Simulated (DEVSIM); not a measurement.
Device: TaN/SiO2/p-Si capacitor, at 300 K.

```csv
layer (left to right),material,thickness (nm),Na (cm⁻³)
1,SiO2,27.0,-
2,Si,4100,1e15
```

Metal gate on the left, work function 4.4 eV. Fixed charge at the semiconductor interface -9.1e11 cm⁻² (in units of +e); interface traps 1.6e11 cm⁻² eV⁻¹, uniform in energy, neutral level at 0.3 of the gap above the valence band.

The device is made up for the run: typed textbook-type constants, with dimensions and the other settings drawn at random. Values at 300 K.

| parameter | SiO2 | Si |
|---|---|---|
| gap (eV) | 9 | 1.124 |
| affinity (eV) | 0.9 | 4.05 |
| permittivity | 3.9 | 11.7 |
| Nc (cm⁻³) | - | 2.86e19 |
| Nv (cm⁻³) | - | 3.1e19 |

Model (solved in DEVSIM): 1D Poisson equation in equilibrium, Boltzmann statistics, complete ionisation; no quantum confinement or tunnelling. Metal contacts follow the ideal Schottky-Mott rule: no Fermi-level pinning, no interface dipoles.

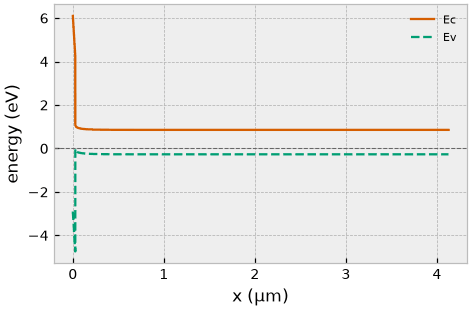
Figure: Band edges at -2.6 V on the gate

Energies count from the Fermi level of the right contact; mesh points crowd at the junctions.

```json
[
 {"x (μm)": "0.000", "Ec (eV)": "6.100", "Ev (eV)": "-2.900", "n (cm⁻³)": "< 1e2", "p (cm⁻³)": "< 1e2", "field (V/cm)": "-680000"},
 {"x (μm)": "0.001572", "Ec (eV)": "5.993", "Ev (eV)": "-3.007", "n (cm⁻³)": "< 1e2", "p (cm⁻³)": "< 1e2", "field (V/cm)": "-680000"},
 {"x (μm)": "0.005087", "Ec (eV)": "5.753", "Ev (eV)": "-3.247", "n (cm⁻³)": "< 1e2", "p (cm⁻³)": "< 1e2", "field (V/cm)": "-680000"},
 {"x (μm)": "0.01339", "Ec (eV)": "5.186", "Ev (eV)": "-3.814", "n (cm⁻³)": "< 1e2", "p (cm⁻³)": "< 1e2", "field (V/cm)": "-680000"},
 {"x (μm)": "0.02295", "Ec (eV)": "4.533", "Ev (eV)": "-4.467", "n (cm⁻³)": "< 1e2", "p (cm⁻³)": "< 1e2", "field (V/cm)": "-680000"},
 {"x (μm)": "0.02596", "Ec (eV)": "4.328", "Ev (eV)": "-4.672", "n (cm⁻³)": "< 1e2", "p (cm⁻³)": "< 1e2", "field (V/cm)": "-680000"},
 {"x (μm)": "0.02726", "Ec (eV)": "1.099", "Ev (eV)": "-0.026", "n (cm⁻³)": "< 1e2", "p (cm⁻³)": "1.2e19", "field (V/cm)": "-300000"},
 {"x (μm)": "0.03050", "Ec (eV)": "1.044", "Ev (eV)": "-0.081", "n (cm⁻³)": "< 1e2", "p (cm⁻³)": "1.4e18", "field (V/cm)": "-100000"},
 {"x (μm)": "0.03707", "Ec (eV)": "1.000", "Ev (eV)": "-0.124", "n (cm⁻³)": "460", "p (cm⁻³)": "2.5e17", "field (V/cm)": "-45000"},
 {"x (μm)": "0.05295", "Ec (eV)": "0.956", "Ev (eV)": "-0.168", "n (cm⁻³)": "2500", "p (cm⁻³)": "4.6e16", "field (V/cm)": "-18000"},
 {"x (μm)": "0.09127", "Ec (eV)": "0.914", "Ev (eV)": "-0.210", "n (cm⁻³)": "13000", "p (cm⁻³)": "9.1e15", "field (V/cm)": "-6900"},
 {"x (μm)": "0.2400", "Ec (eV)": "0.870", "Ev (eV)": "-0.254", "n (cm⁻³)": "68000", "p (cm⁻³)": "1.7e15", "field (V/cm)": "-1200"},
 {"x (μm)": "0.5427", "Ec (eV)": "0.858", "Ev (eV)": "-0.266", "n (cm⁻³)": "110000", "p (cm⁻³)": "1.0e15", "field (V/cm)": "-95"},
 {"x (μm)": "1.273", "Ec (eV)": "0.857", "Ev (eV)": "-0.267", "n (cm⁻³)": "120000", "p (cm⁻³)": "1.0e15", "field (V/cm)": "≈ 0"},
 {"x (μm)": "3.087", "Ec (eV)": "0.857", "Ev (eV)": "-0.267", "n (cm⁻³)": "120000", "p (cm⁻³)": "1.0e15", "field (V/cm)": "≈ 0"},
 {"x (μm)": "3.711", "Ec (eV)": "0.857", "Ev (eV)": "-0.267", "n (cm⁻³)": "120000", "p (cm⁻³)": "1.0e15", "field (V/cm)": "≈ 0"},
 {"x (μm)": "3.955", "Ec (eV)": "0.857", "Ev (eV)": "-0.267", "n (cm⁻³)": "120000", "p (cm⁻³)": "1.0e15", "field (V/cm)": "≈ 0"},
 {"x (μm)": "4.056", "Ec (eV)": "0.857", "Ev (eV)": "-0.267", "n (cm⁻³)": "120000", "p (cm⁻³)": "1.0e15", "field (V/cm)": "≈ 0"},
 {"x (μm)": "4.106", "Ec (eV)": "0.857", "Ev (eV)": "-0.267", "n (cm⁻³)": "120000", "p (cm⁻³)": "1.0e15", "field (V/cm)": "≈ 0"},
 {"x (μm)": "4.119", "Ec (eV)": "0.857", "Ev (eV)": "-0.267", "n (cm⁻³)": "120000", "p (cm⁻³)": "1.0e15", "field (V/cm)": "≈ 0"},
 {"x (μm)": "4.124", "Ec (eV)": "0.857", "Ev (eV)": "-0.267", "n (cm⁻³)": "120000", "p (cm⁻³)": "1.0e15", "field (V/cm)": "≈ 0"},
 {"x (μm)": "4.127", "Ec (eV)": "0.857", "Ev (eV)": "-0.267", "n (cm⁻³)": "120000", "p (cm⁻³)": "1.0e15", "field (V/cm)": "≈ 0"}
]
```
